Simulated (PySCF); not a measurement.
## Run report: Ga3H9, geometry relaxation

Ga3H9, computed with PBE0-D3(BJ)/def2-SVP geometry optimisation, gas phase (PySCF 2.14.0).

It belongs to a series of runs on one base structure; here: bridge H.

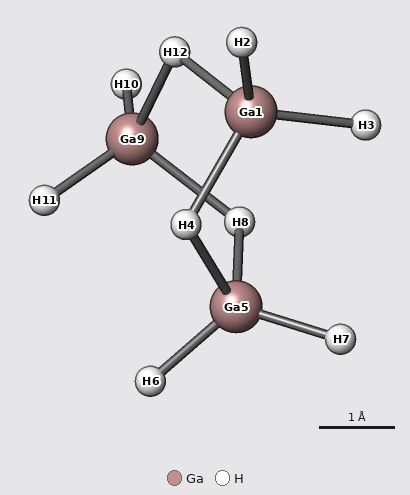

The input geometry (ball-and-stick view, seen at a tilt; atoms are numbered from 1 in the order of the input). Sticks mark near contacts. Bond lengths as drawn: Ga–H 1.52 to 1.85 Å.

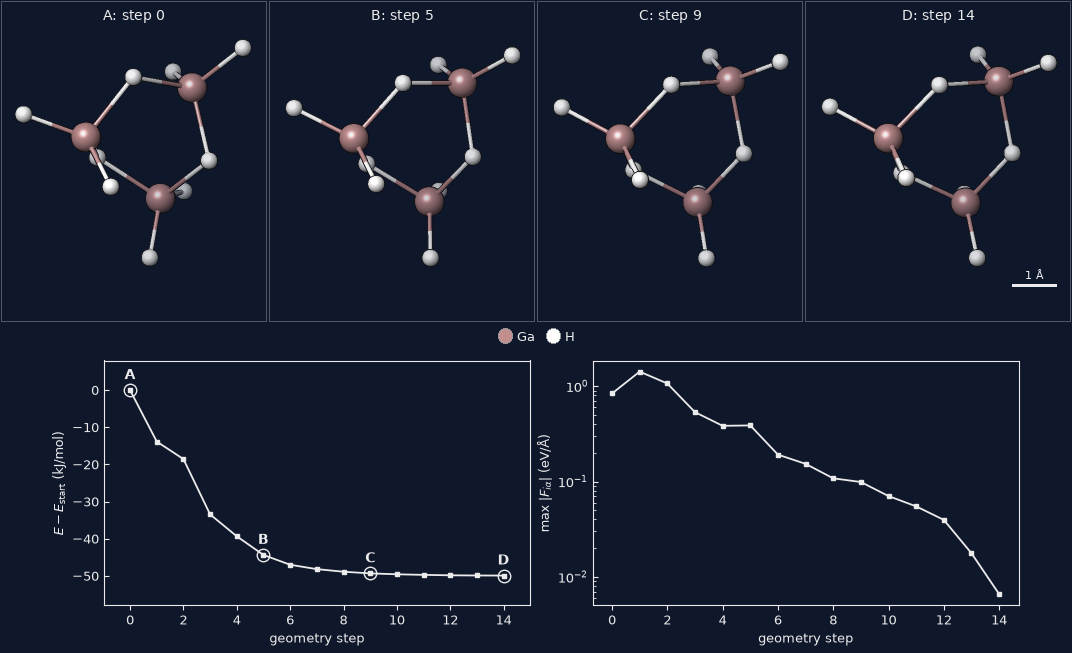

Frames of the relaxation (ball-and-stick view, seen at a tilt) above the curves, on which the letters mark them (steps are counted from 0).

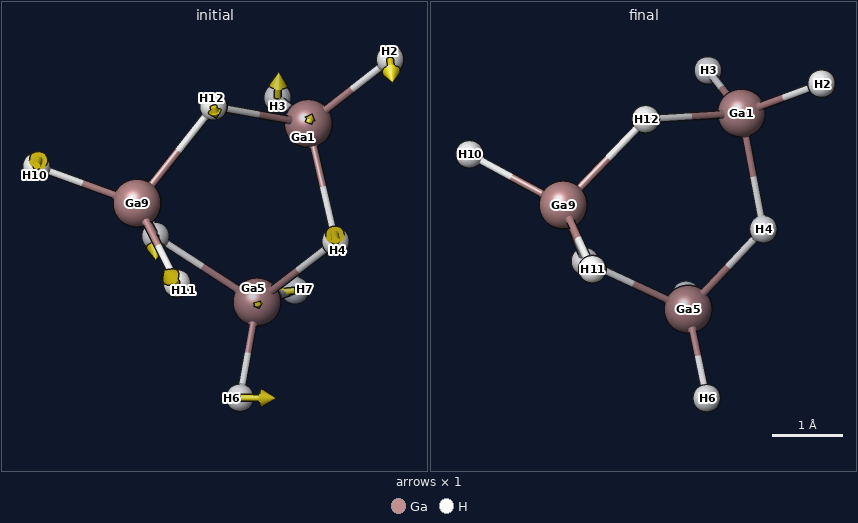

Before (left) and after (right) the relaxation, at one scale (ball-and-stick view, seen at a tilt). The yellow arrows give the displacements, at true length. Over 14 geometry steps the energy falls by 49.9 kJ/mol. Largest force component: 0.84 eV/Å at the start, 0.0066 eV/Å at the end. The largest moves after the best rigid fit, 0.57 Å, are those of H6 and H7. By element the largest moves are H 0.57 Å, Ga 0.16 Å. Among the contacts that change: H4–Ga5 1.845 → 1.714 Å, H8–Ga9 1.816 → 1.714 Å, Ga1–H3 1.646 → 1.559 Å, Ga1–H12 1.772 → 1.711 Å. Among the angles that change: Ga1–H4–Ga5 102.6° → 126.2°, Ga1–H12–Ga9 110.8° → 128.2°, H2–Ga1–H3 114.8° → 130.9°. (Atoms are counted from 1 in the order of the input.)

The input and output of the run follow.

The input
```
{"job": {"xc": "PBE0", "basis": "def2-SVP", "d3": "d3bj", "grid": 1, "maxiter": 40, "shake": 0.03, "kind": "geom"}, "charge": 0, "multiplicity": 1}
Ga    -0.414900     1.499680    -0.404340
H     -0.236220     3.099410    -0.410820
H     -1.644110     0.938620    -1.344250
H      1.148330     0.742190    -0.696970
Ga     0.680450    -0.979620    -1.168230
H      1.893350    -1.836610    -0.740470
H      0.139410    -0.956960    -2.584950
H     -0.596960    -1.275930    -0.004280
Ga    -0.230630    -0.579680     1.632390
H     -1.211360    -1.154240     2.686210
H      1.296780    -0.672800     1.791650
H     -0.708670     1.093190     1.295040
```

The first line tells a small driver script what to run in PySCF; the rest is the geometry in Å.

Command:
```bash
OMP_NUM_THREADS=1 python <driver script> task.json out
```

Output
```
step   0  E = -5778.40196569  max force = 0.016321
step   1  E = -5778.40723238  max force = 0.027660
step   2  E = -5778.40902919  max force = 0.020764
step   3  E = -5778.41469791  max force = 0.010398
step   4  E = -5778.41694346  max force = 0.007471
step   5  E = -5778.41885681  max force = 0.007544
step   6  E = -5778.41986095  max force = 0.003726
step   7  E = -5778.42030861  max force = 0.002982
step   8  E = -5778.42057536  max force = 0.002102
step   9  E = -5778.42074433  max force = 0.001923
step  10  E = -5778.42083710  max force = 0.001369
step  11  E = -5778.42089777  max force = 0.001067
step  12  E = -5778.42094113  max force = 0.000771
step  13  E = -5778.42096092  max force = 0.000344
step  14  E = -5778.42096749  max force = 0.000129
optimisation converged
```

Trajectory as extended XYZ (Å, eV, eV/Å), 9 of the 15 frames kept, from step=0 to step=14
```
12
Properties=species:S:1:pos:R:3:forces:R:3 step=0 energy=-157238.32647
Ga   -0.4149    1.4997   -0.4043   -0.8084   0.8392  -0.5829
H    -0.2362    3.0994   -0.4108    0.2407  -0.6328   0.1899
H    -1.6441    0.9386   -1.3442    0.7786   0.1351   0.6614
H     1.1483    0.7422   -0.6970   -0.6888  -0.3339  -0.0323
Ga    0.6804   -0.9796   -1.1682    0.3753  -0.0142   0.4724
H     1.8934   -1.8366   -0.7405    0.2679  -0.0034   0.1884
H     0.1394   -0.9570   -2.5850   -0.4586   0.0615  -0.5595
H    -0.5970   -1.2759   -0.0043    0.2329   0.2177   0.2921
Ga   -0.2306   -0.5797    1.6324   -0.1909   0.0115  -0.1704
H    -1.2114   -1.1542    2.6862   -0.3366   0.0053  -0.1382
H     1.2968   -0.6728    1.7916    0.3798   0.1250   0.0051
H    -0.7087    1.0932    1.2950    0.2081  -0.4110  -0.3259
12
Properties=species:S:1:pos:R:3:forces:R:3 step=2 energy=-157238.51867
Ga   -0.4375    1.5637   -0.3929    0.0013   0.5021   0.4644
H    -0.1735    3.0596   -0.3356    0.3425   0.5989   0.1797
H    -1.5699    0.9914   -1.1667   -1.0677  -0.5610  -0.6976
H     0.9339    0.7609   -0.7228    0.6314  -0.8440  -0.3444
Ga    0.7240   -1.0348   -1.1778   -0.0211   0.1283  -0.3172
H     2.0117   -1.8076   -0.6961   -0.1492   0.2836  -0.0899
H     0.0302   -1.0874   -2.6188    0.1768   0.0700   0.5672
H    -0.5116   -1.2596    0.0198    0.0331  -0.0868  -0.0758
Ga   -0.2286   -0.5728    1.5768    0.3446  -0.0980   0.4052
H    -1.3365   -1.1201    2.5363   -0.0160   0.0246  -0.1602
H     1.3396   -0.6237    1.8015   -0.3277   0.0605   0.0281
H    -0.6663    1.0478    1.2273    0.0521  -0.0780   0.0405
12
Properties=species:S:1:pos:R:3:forces:R:3 step=4 energy=-157238.73403
Ga   -0.4475    1.5724   -0.4037   -0.3842   0.1595  -0.1349
H    -0.0882    3.0919   -0.3144    0.1796  -0.1327   0.0690
H    -1.6755    0.9885   -1.1940    0.1099   0.0471   0.0512
H     0.9588    0.6703   -0.7966   -0.0196   0.0349  -0.0582
Ga    0.7289   -1.0150   -1.1902    0.0185   0.0028   0.0464
H     2.0536   -1.6898   -0.7338    0.0607   0.0144  -0.0012
H    -0.0041   -1.1009   -2.5579   -0.0835  -0.0283  -0.0061
H    -0.4767   -1.2836    0.0312    0.0559  -0.0502   0.0059
Ga   -0.2239   -0.5921    1.6011    0.0673  -0.0839   0.1210
H    -1.3756   -1.1208    2.5056   -0.0821  -0.0075  -0.0826
H     1.3097   -0.6318    1.8802    0.0170   0.0466   0.0542
H    -0.6439    1.0282    1.2234    0.0605  -0.0026  -0.0647
12
Properties=species:S:1:pos:R:3:forces:R:3 step=5 energy=-157238.78610
Ga   -0.4727    1.6026   -0.4137   -0.1918  -0.0734  -0.0193
H     0.0149    3.0777   -0.2737    0.1028  -0.0869   0.0087
H    -1.7265    1.0469   -1.1728    0.0719   0.0814   0.0088
H     0.8933    0.6386   -0.8641   -0.0073   0.3879  -0.0155
Ga    0.7430   -1.0131   -1.2011   -0.0156  -0.1550   0.0860
H     2.1228   -1.5816   -0.7641    0.0376  -0.0421  -0.0264
H    -0.0682   -1.1894   -2.5102   -0.0598  -0.0536  -0.0833
H    -0.4172   -1.3099    0.0503    0.0495  -0.0915  -0.0053
Ga   -0.2164   -0.6103    1.6105   -0.0138  -0.0267   0.0511
H    -1.4379   -1.1241    2.4288   -0.0313  -0.0144  -0.0307
H     1.2995   -0.6237    1.9660    0.0247   0.0225   0.0539
H    -0.6192    1.0036    1.1952    0.0332   0.0519  -0.0281
12
Properties=species:S:1:pos:R:3:forces:R:3 step=7 energy=-157238.82560
Ga   -0.5030    1.6352   -0.4213    0.0714  -0.1533   0.0798
H     0.1309    3.0443   -0.2326   -0.0023   0.0128   0.0020
H    -1.7791    1.1587   -1.1752   -0.0375   0.0473  -0.0203
H     0.8297    0.6747   -0.9435   -0.0038   0.0197  -0.0961
Ga    0.7553   -1.0256   -1.2122   -0.0633   0.0900   0.0929
H     2.1911   -1.4905   -0.8292   -0.0003  -0.0298  -0.0189
H    -0.1288   -1.3171   -2.4594    0.0214  -0.0013  -0.0351
H    -0.3378   -1.3622    0.0810    0.0854  -0.0575   0.0317
Ga   -0.2131   -0.6314    1.6341   -0.0851   0.0683  -0.0628
H    -1.4997   -1.1437    2.3496    0.0122  -0.0140   0.0092
H     1.2748   -0.6042    2.0937    0.0007  -0.0032   0.0156
H    -0.6049    0.9789    1.1661    0.0011   0.0209   0.0019
12
Properties=species:S:1:pos:R:3:forces:R:3 step=9 energy=-157238.83746
Ga   -0.5093    1.6304   -0.4194    0.0989  -0.0070   0.0209
H     0.1794    3.0134   -0.2139   -0.0229   0.0148   0.0160
H    -1.8105    1.2436   -1.1824   -0.0130  -0.0112   0.0109
H     0.8081    0.6889   -1.0029   -0.0281  -0.0658  -0.0457
Ga    0.7614   -1.0206   -1.2100   -0.0391   0.0350  -0.0223
H     2.2153   -1.4646   -0.8681   -0.0091   0.0055   0.0146
H    -0.1286   -1.3606   -2.4455    0.0188   0.0194   0.0150
H    -0.2850   -1.3959    0.1037    0.0613  -0.0173   0.0378
Ga   -0.2252   -0.6368    1.6459   -0.0496   0.0453  -0.0482
H    -1.5265   -1.1616    2.3241    0.0028  -0.0021  -0.0008
H     1.2441   -0.5874    2.1623   -0.0032  -0.0032  -0.0090
H    -0.6079    0.9684    1.1572   -0.0168  -0.0135   0.0109
12
Properties=species:S:1:pos:R:3:forces:R:3 step=10 energy=-157238.83998
Ga   -0.5058    1.6276   -0.4163    0.0704   0.0427  -0.0084
H     0.1915    3.0062   -0.2050   -0.0197   0.0047   0.0143
H    -1.8166    1.2625   -1.1752    0.0005  -0.0199   0.0123
H     0.7998    0.6859   -1.0219   -0.0235  -0.0282  -0.0207
Ga    0.7645   -1.0187   -1.2114   -0.0229  -0.0167  -0.0435
H     2.2221   -1.4572   -0.8790   -0.0045   0.0128   0.0226
H    -0.1251   -1.3688   -2.4438    0.0036   0.0149   0.0141
H    -0.2644   -1.4041    0.1106    0.0413  -0.0158   0.0220
Ga   -0.2329   -0.6360    1.6457   -0.0234   0.0207  -0.0155
H    -1.5382   -1.1658    2.3117   -0.0022   0.0007  -0.0044
H     1.2301   -0.5803    2.1795    0.0000  -0.0051  -0.0081
H    -0.6096    0.9659    1.1560   -0.0196  -0.0108   0.0154
12
Properties=species:S:1:pos:R:3:forces:R:3 step=12 energy=-157238.84282
Ga   -0.4938    1.6321   -0.4107    0.0063   0.0396  -0.0242
H     0.2089    3.0055   -0.1860   -0.0080  -0.0030   0.0067
H    -1.8177    1.2785   -1.1539    0.0069  -0.0045  -0.0004
H     0.7842    0.6823   -1.0516   -0.0064   0.0102   0.0058
Ga    0.7696   -1.0209   -1.2198   -0.0001  -0.0285  -0.0233
H     2.2357   -1.4341   -0.8929    0.0014   0.0079   0.0138
H    -0.1275   -1.3837   -2.4407   -0.0091   0.0023  -0.0011
H    -0.2263   -1.4170    0.1197    0.0087  -0.0157  -0.0048
Ga   -0.2465   -0.6367    1.6436    0.0095  -0.0015   0.0252
H    -1.5647   -1.1726    2.2785   -0.0048   0.0023  -0.0032
H     1.2046   -0.5786    2.2088    0.0020  -0.0089  -0.0007
H    -0.6110    0.9626    1.1562   -0.0065   0.0000   0.0062
12
Properties=species:S:1:pos:R:3:forces:R:3 step=14 energy=-157238.84353
Ga   -0.4906    1.6399   -0.4103   -0.0045   0.0008  -0.0048
H     0.2168    3.0085   -0.1757   -0.0038   0.0016   0.0031
H    -1.8178    1.2898   -1.1490    0.0006   0.0051  -0.0031
H     0.7741    0.6833   -1.0626    0.0017   0.0000   0.0042
Ga    0.7722   -1.0233   -1.2252   -0.0029   0.0006   0.0016
H     2.2434   -1.4159   -0.8963    0.0003  -0.0004  -0.0004
H    -0.1315   -1.3930   -2.4392    0.0007   0.0001  -0.0020
H    -0.2093   -1.4256    0.1222    0.0015  -0.0047  -0.0004
Ga   -0.2500   -0.6407    1.6450    0.0031   0.0017   0.0066
H    -1.5775   -1.1758    2.2613   -0.0015   0.0021   0.0001
H     1.1954   -0.5897    2.2255    0.0000  -0.0030  -0.0005
H    -0.6097    0.9597    1.1553    0.0047  -0.0039  -0.0044
```

Summary

```tsv
quantity	value
outcome	converged
total energy	−5778.420967 hartree
dipole moment	0.06 D
point group	C1
hardware	1 CPU thread, shared host
wall time	6.4 min
peak memory	0.61 GiB
```
